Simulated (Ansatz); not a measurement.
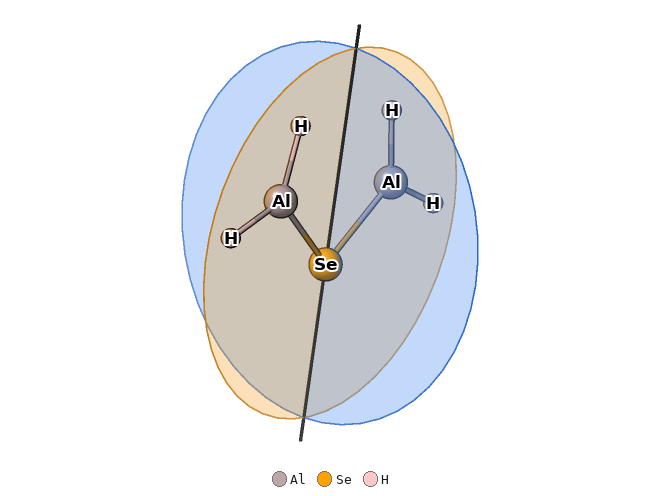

All proper rotation axes (lines) and mirror planes (discs) of the structure are drawn in. Distant atoms are faded towards the background colour. Computed geometry: PBE-D4/def2-SVP optimisation. No frequency run is at hand to confirm it as a minimum.

**Name the symmetry elements and the point group.**

It has 1 C2 axis and 2 mirror planes. Point group C2v. The group has 4 operations. The geometry is achiral, and symmetry allows a dipole moment.
